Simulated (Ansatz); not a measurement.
## C₂H₇BOSi: nudged elastic band (part 1 of 2)

The run: nudged elastic band of C₂H₇BOSi. Method and program: RKS BLYP-D4/def2-SVP (Ansatz 0.2.0).

The run did not end well. One setting was made poor on purpose. It belongs to a series of runs on one base structure; here: band between the two ends.

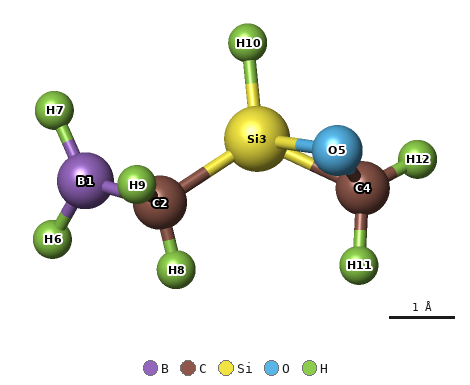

Figure 1. The structure as given in the input (ball-and-stick view, seen at a tilt; atoms are numbered from 1 in the order of the input).

## Input file
```yaml
crystal:
  periodic: [false, false, false]
  atoms:
    - { symbol: B, position_ang: [-0.5274, 1.9696, 0.7143] }
    - { symbol: C, position_ang: [-0.4375, 0.4416, 0.8759] }
    - { symbol: Si, position_ang: [0.6513, -0.2338, -0.4697] }
    - { symbol: C, position_ang: [0.2314, -1.8215, -1.21] }
    - { symbol: O, position_ang: [0.9727, -1.9481, -0.1294] }
    - { symbol: H, position_ang: [-1.638, 2.5119, 0.5121] }
    - { symbol: H, position_ang: [0.4028, 2.7123, 0.7878] }
    - { symbol: H, position_ang: [-1.3949, -0.0135, 0.7901] }
    - { symbol: H, position_ang: [0.0046, 0.2378, 1.9149] }
    - { symbol: H, position_ang: [2.0029, 0.3771, -0.6666] }
    - { symbol: H, position_ang: [-0.8883, -2.1629, -0.964] }
    - { symbol: H, position_ang: [0.6974, -2.1257, -2.1213] }
basis:
  gaussian: { orbitals: def2-SVP }
hamiltonian:
  xc: blyp
  dispersion: d4
neb:
  order_check: false
  images: 9
  f_tol: 0.05
  max_iterations: 60
  initial_path: idpp
  final_atoms:
    - { symbol: B, position_ang: [-0.5274, 1.9696, 0.7143] }
    - { symbol: C, position_ang: [-0.4375, 0.4416, 0.8759] }
    - { symbol: Si, position_ang: [-2.14825, -0.27056, 0.74013] }
    - { symbol: C, position_ang: [-2.59001, -1.67088, 1.78373] }
    - { symbol: O, position_ang: [-2.01837, -2.04091, 0.65698] }
    - { symbol: H, position_ang: [-1.638, 2.5119, 0.5121] }
    - { symbol: H, position_ang: [0.4028, 2.7123, 0.7878] }
    - { symbol: H, position_ang: [-0.04005, 0.17576, 1.82588] }
    - { symbol: H, position_ang: [0.24575, 0.05367, 0.03972] }
    - { symbol: H, position_ang: [-2.98582, 0.10748, -0.4407] }
    - { symbol: H, position_ang: [-1.82347, -1.83171, 2.68781] }
    - { symbol: H, position_ang: [-3.6137, -1.95502, 1.8909] }
```

Run on 2 threads of Arm Neoverse V1, 24 GiB of memory available, shared host.

Launched with:
```bash
ansatz run input.yaml --threads 2 --pin off --max-ram 3072MiB --backend cpu --events-out ev --progress --plain --runs-dir out
```

## What the program printed
```
Engine: ansatz 0.2.0, aarch64-unknown-linux-gnu
Functional definition: BLYP
  parameter beta = 0.0042
  parameter a = 0.04918
  parameter b = 0.132
  parameter c = 0.2533
  parameter d = 0.349
  exchange = b88_x(beta = beta)
  correlation = lyp_c(a = a, b = b, c = c, d = d)
1215 factors; their error is unknown
mean field evaluation 1: about -12762.6324 eV, gradient 8.1e1 eV
mean field evaluation 2: about -12633.2937 eV, gradient 2.0e2 eV
mean field evaluation 4: about -12778.3267 eV, gradient 1.0e1 eV
mean field evaluation 8: about -12778.6248 eV, gradient 2.6e-1 eV
mean field evaluation 16: about -12778.5624 eV, gradient 8.9e-4 eV
mean field -12778.56237905 eV, -469.6035058096 hartree, gradient 1.6e-5 eV, S^2 0.000000; 0 other end points of the search recorded, 0 dependent functions left out
the calculation of the forces begins
reference -12778.56272967 eV, -469.6035186944 hartree; 23, 23 occupied and 86, 86 virtual orbitals, 1215 factors
1215 factors; their error is unknown
mean field evaluation 32: about -12778.4063 eV, gradient 3.1e-2 eV
mean field -12778.40634664 eV, -469.5977717241 hartree, gradient 2.9e-5 eV, S^2 0.000000; 0 other end points of the search recorded, 0 dependent functions left out
[... from here on the field's lines of each further geometry are left out, up to the last ...]
WARN: NEB end point (image 0): max|allowed force component| = 4.641e0 eV/Å (the criterion of neb.relax_end_points is 1.000e-2). That is over neb.f_tol: it is no minimum, so the barrier can be far off. Relax it first
WARN: NEB end point (image 10): max|allowed force component| = 4.716e0 eV/Å (the criterion of neb.relax_end_points is 1.000e-2). That is over neb.f_tol: it is no minimum, so the barrier can be far off. Relax it first
NEB iter   1: max|band force component| = 4.819e0 eV/Å  barrier→ = 0.1610 eV  barrier← = 0.0070 eV  Δτ_max = 0.1301 Å  (322 SCF iters)
NEB iter   2: max|band force component| = 2.596e0 eV/Å  barrier→ = 0.1540 eV  barrier← = 0.0000 eV  Δτ_max = 0.1751 Å  (270 SCF iters)
NEB iter   3: max|band force component| = 1.462e0 eV/Å  barrier→ = 0.1540 eV  barrier← = 0.0000 eV  Δτ_max = 0.1025 Å  (305 SCF iters)
NEB iter   4: max|band force component| = 6.332e-1 eV/Å  barrier→ = 0.1540 eV  barrier← = 0.0000 eV  Δτ_max = 0.0392 Å  (272 SCF iters)
NEB iter   5: max|band force component| = 2.513e-1 eV/Å  barrier→ = -0.6846 eV  barrier← = -0.8386 eV  CI = image 9  Δτ_max = 0.0932 Å  (281 SCF iters)
NEB iter   6: max|band force component| = 7.077e-1 eV/Å  barrier→ = -0.6737 eV  barrier← = -0.8277 eV  CI = image 9  Δτ_max = 0.0465 Å  (272 SCF iters)
NEB iter   7: max|band force component| = 1.199e0 eV/Å  barrier→ = -0.6132 eV  barrier← = -0.7672 eV  CI = image 9  Δτ_max = 0.0933 Å  (280 SCF iters)
NEB iter   8: max|band force component| = 1.643e0 eV/Å  barrier→ = -0.5264 eV  barrier← = -0.6804 eV  CI = image 9  Δτ_max = 0.0607 Å  (277 SCF iters)
NEB iter   9: max|band force component| = 3.337e0 eV/Å  barrier→ = -0.2517 eV  barrier← = -0.4057 eV  CI = image 9  Δτ_max = 0.1855 Å  (279 SCF iters)
NEB iter  10: max|band force component| = 2.795e0 eV/Å  barrier→ = -0.2520 eV  barrier← = -0.4060 eV  CI = image 9  Δτ_max = 0.1988 Å  (269 SCF iters)
NEB iter  11: max|band force component| = 2.797e0 eV/Å  barrier→ = -0.2850 eV  barrier← = -0.4389 eV  CI = image 9  Δτ_max = 0.1992 Å  (270 SCF iters)
NEB iter  12: max|band force component| = 3.005e0 eV/Å  barrier→ = -0.2611 eV  barrier← = -0.4150 eV  CI = image 9  Δτ_max = 0.1987 Å  (271 SCF iters)
NEB iter  13: max|band force component| = 2.497e0 eV/Å  barrier→ = -0.3482 eV  barrier← = -0.5021 eV  CI = image 9  Δτ_max = 0.1990 Å  (274 SCF iters)
NEB iter  14: max|band force component| = 3.436e0 eV/Å  barrier→ = -0.2084 eV  barrier← = -0.3623 eV  CI = image 9  Δτ_max = 0.2000 Å  (271 SCF iters)
NEB iter  15: max|band force component| = 2.778e0 eV/Å  barrier→ = -0.3342 eV  barrier← = -0.4882 eV  CI = image 9  Δτ_max = 0.1996 Å  (270 SCF iters)
NEB iter  16: max|band force component| = 3.026e0 eV/Å  barrier→ = -0.3129 eV  barrier← = -0.4669 eV  CI = image 9  Δτ_max = 0.2000 Å  (266 SCF iters)
NEB iter  17: max|band force component| = 2.933e0 eV/Å  barrier→ = -0.3236 eV  barrier← = -0.4776 eV  CI = image 9  Δτ_max = 0.2000 Å  (272 SCF iters)
NEB iter  18: max|band force component| = 3.834e0 eV/Å  barrier→ = -0.1837 eV  barrier← = -0.3376 eV  CI = image 9  Δτ_max = 0.2000 Å  (272 SCF iters)
NEB iter  19: max|band force component| = 3.722e0 eV/Å  barrier→ = -0.2097 eV  barrier← = -0.3637 eV  CI = image 9  Δτ_max = 0.1992 Å  (279 SCF iters)
NEB iter  20: max|band force component| = 3.663e0 eV/Å  barrier→ = -0.2101 eV  barrier← = -0.3641 eV  CI = image 9  Δτ_max = 0.2000 Å  (271 SCF iters)
NEB iter  21: max|band force component| = 2.674e0 eV/Å  barrier→ = -0.3828 eV  barrier← = -0.5367 eV  CI = image 9  Δτ_max = 0.1994 Å  (267 SCF iters)
NEB iter  22: max|band force component| = 3.836e0 eV/Å  barrier→ = -0.2173 eV  barrier← = -0.3712 eV  CI = image 9  Δτ_max = 0.1987 Å  (275 SCF iters)
NEB iter  23: max|band force component| = 3.275e0 eV/Å  barrier→ = -0.3149 eV  barrier← = -0.4689 eV  CI = image 9  Δτ_max = 0.2000 Å  (270 SCF iters)
NEB iter  24: max|band force component| = 3.611e0 eV/Å  barrier→ = -0.2420 eV  barrier← = -0.3960 eV  CI = image 9  Δτ_max = 0.1985 Å  (274 SCF iters)
NEB iter  25: max|band force component| = 3.610e0 eV/Å  barrier→ = -0.2462 eV  barrier← = -0.4002 eV  CI = image 9  Δτ_max = 0.2000 Å  (283 SCF iters)
NEB iter  26: max|band force component| = 4.005e0 eV/Å  barrier→ = -0.1121 eV  barrier← = -0.2661 eV  CI = image 9  Δτ_max = 0.2000 Å  (283 SCF iters)
NEB iter  27: max|band force component| = 4.133e0 eV/Å  barrier→ = -0.0142 eV  barrier← = -0.1682 eV  CI = image 9  Δτ_max = 0.1987 Å  (281 SCF iters)
NEB iter  28: max|band force component| = 3.884e0 eV/Å  barrier→ = -0.0780 eV  barrier← = -0.2319 eV  CI = image 9  Δτ_max = 0.1986 Å  (268 SCF iters)
NEB iter  29: max|band force component| = 3.517e0 eV/Å  barrier→ = -0.2116 eV  barrier← = -0.3656 eV  CI = image 9  Δτ_max = 0.2000 Å  (247 SCF iters)
NEB iter  30: max|band force component| = 3.297e0 eV/Å  barrier→ = -0.2677 eV  barrier← = -0.4216 eV  CI = image 9  Δτ_max = 0.1994 Å  (266 SCF iters)
NEB iter  31: max|band force component| = 3.158e0 eV/Å  barrier→ = -0.3097 eV  barrier← = -0.4636 eV  CI = image 9  Δτ_max = 0.1981 Å  (258 SCF iters)
NEB iter  32: max|band force component| = 3.294e0 eV/Å  barrier→ = -0.3038 eV  barrier← = -0.4577 eV  CI = image 9  Δτ_max = 0.1994 Å  (264 SCF iters)
NEB iter  33: max|band force component| = 3.294e0 eV/Å  barrier→ = -0.3079 eV  barrier← = -0.4619 eV  CI = image 9  Δτ_max = 0.2000 Å  (263 SCF iters)
NEB iter  34: max|band force component| = 3.849e0 eV/Å  barrier→ = -0.1896 eV  barrier← = -0.3436 eV  CI = image 9  Δτ_max = 0.1980 Å  (270 SCF iters)
NEB iter  35: max|band force component| = 4.228e0 eV/Å  barrier→ = -0.1216 eV  barrier← = -0.2756 eV  CI = image 9  Δτ_max = 0.2000 Å  (277 SCF iters)
NEB iter  36: max|band force component| = 2.855e0 eV/Å  barrier→ = -0.1569 eV  barrier← = -0.3108 eV  CI = image 9  Δτ_max = 0.1993 Å  (254 SCF iters)
NEB iter  37: max|band force component| = 3.079e0 eV/Å  barrier→ = -0.4047 eV  barrier← = -0.5586 eV  CI = image 9  Δτ_max = 0.2000 Å  (268 SCF iters)
NEB iter  38: max|band force component| = 2.617e0 eV/Å  barrier→ = -0.3095 eV  barrier← = -0.4634 eV  CI = image 9  Δτ_max = 0.1978 Å  (277 SCF iters)
NEB iter  39: max|band force component| = 2.473e0 eV/Å  barrier→ = -0.4877 eV  barrier← = -0.6417 eV  CI = image 9  Δτ_max = 0.2000 Å  (273 SCF iters)
NEB iter  40: max|band force component| = 2.772e0 eV/Å  barrier→ = -0.3608 eV  barrier← = -0.5148 eV  CI = image 9  Δτ_max = 0.1981 Å  (246 SCF iters)
NEB iter  41: max|band force component| = 2.713e0 eV/Å  barrier→ = -0.4357 eV  barrier← = -0.5897 eV  CI = image 9  Δτ_max = 0.1996 Å  (248 SCF iters)
NEB iter  42: max|band force component| = 3.851e0 eV/Å  barrier→ = -0.1637 eV  barrier← = -0.3176 eV  CI = image 9  Δτ_max = 0.2000 Å  (278 SCF iters)
NEB iter  43: max|band force component| = 4.074e0 eV/Å  barrier→ = -0.0655 eV  barrier← = -0.2195 eV  CI = image 9  Δτ_max = 0.1284 Å  (281 SCF iters)
NEB iter  44: max|band force component| = 4.000e0 eV/Å  barrier→ = -0.0897 eV  barrier← = -0.2437 eV  CI = image 9  Δτ_max = 0.1991 Å  (267 SCF iters)
NEB iter  45: max|band force component| = 4.411e0 eV/Å  barrier→ = -0.0355 eV  barrier← = -0.1895 eV  CI = image 9  Δτ_max = 0.1999 Å  (274 SCF iters)
NEB iter  46: max|band force component| = 3.578e0 eV/Å  barrier→ = -0.1883 eV  barrier← = -0.3423 eV  CI = image 9  Δτ_max = 0.1985 Å  (274 SCF iters)
NEB iter  47: max|band force component| = 3.902e0 eV/Å  barrier→ = -0.1845 eV  barrier← = -0.3385 eV  CI = image 9  Δτ_max = 0.2000 Å  (270 SCF iters)
NEB iter  48: max|band force component| = 3.718e0 eV/Å  barrier→ = -0.2055 eV  barrier← = -0.3595 eV  CI = image 9  Δτ_max = 0.1989 Å  (249 SCF iters)
NEB iter  49: max|band force component| = 3.824e0 eV/Å  barrier→ = -0.1974 eV  barrier← = -0.3513 eV  CI = image 9  Δτ_max = 0.1998 Å  (249 SCF iters)
NEB iter  50: max|band force component| = 3.833e0 eV/Å  barrier→ = -0.1979 eV  barrier← = -0.3518 eV  CI = image 9  Δτ_max = 0.1989 Å  (265 SCF iters)
NEB iter  51: max|band force component| = 3.836e0 eV/Å  barrier→ = -0.1845 eV  barrier← = -0.3385 eV  CI = image 9  Δτ_max = 0.2000 Å  (272 SCF iters)
NEB iter  52: max|band force component| = 3.880e0 eV/Å  barrier→ = -0.1813 eV  barrier← = -0.3353 eV  CI = image 9  Δτ_max = 0.1989 Å  (273 SCF iters)
NEB iter  53: max|band force component| = 3.684e0 eV/Å  barrier→ = -0.1557 eV  barrier← = -0.3097 eV  CI = image 9  Δτ_max = 0.1996 Å  (273 SCF iters)
NEB iter  54: max|band force component| = 4.216e0 eV/Å  barrier→ = -0.1122 eV  barrier← = -0.2661 eV  CI = image 9  Δτ_max = 0.1991 Å  (276 SCF iters)
NEB iter  55: max|band force component| = 3.718e0 eV/Å  barrier→ = -0.1826 eV  barrier← = -0.3366 eV  CI = image 9  Δτ_max = 0.1998 Å  (246 SCF iters)
NEB iter  56: max|band force component| = 3.531e0 eV/Å  barrier→ = -0.2407 eV  barrier← = -0.3947 eV  CI = image 9  Δτ_max = 0.1989 Å  (272 SCF iters)
NEB iter  57: max|band force component| = 3.342e0 eV/Å  barrier→ = -0.2590 eV  barrier← = -0.4130 eV  CI = image 9  Δτ_max = 0.1997 Å  (264 SCF iters)
NEB iter  58: max|band force component| = 3.482e0 eV/Å  barrier→ = -0.2630 eV  barrier← = -0.4170 eV  CI = image 9  Δτ_max = 0.1989 Å  (270 SCF iters)
NEB iter  59: max|band force component| = 3.320e0 eV/Å  barrier→ = -0.2832 eV  barrier← = -0.4372 eV  CI = image 9  Δτ_max = 0.1995 Å  (269 SCF iters)
the calculation of the forces begins
reference -12779.39453833 eV, -469.6340870990 hartree; 23, 23 occupied and 86, 86 virtual orbitals, 1215 factors
these checks for a lower state are left out or cut short: starts, cluster_reference, orbital_swaps, neighbouring_geometries, increment
1215 factors; their error is unknown
mean field -12778.83617096 eV, -469.6135674766 hartree, gradient 8.5e-6 eV, S^2 0.000000; 0 other end points of the search recorded, 0 dependent functions left out
the calculation of the forces begins
reference -12778.83652134 eV, -469.6135803529 hartree; 23, 23 occupied and 86, 86 virtual orbitals, 1215 factors
NEB iter  60: max|band force component| = 3.635e0 eV/Å  barrier→ = -0.2692 eV  barrier← = -0.4231 eV  CI = image 9  Δτ_max = 0.1956 Å  (257 SCF iters)
```

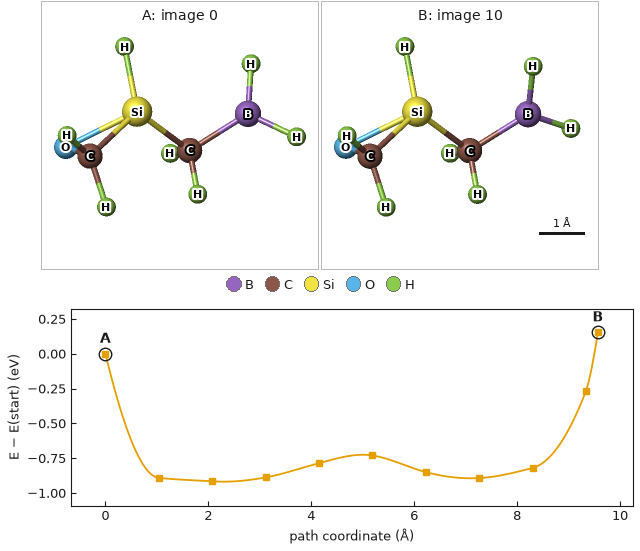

Figure 2. Images of the last band (counted from 0; ball-and-stick, seen at a tilt) above the energy along the path; the line is a cubic interpolation that uses the forces. No image lies above both ends; the end is 0.154 eV above the start. The path is 9.57 Å long. The band had not converged after 60 iterations. The end points carry forces over 0.1 eV/Å, so they aren't fully relaxed minima and the barriers are approximate.
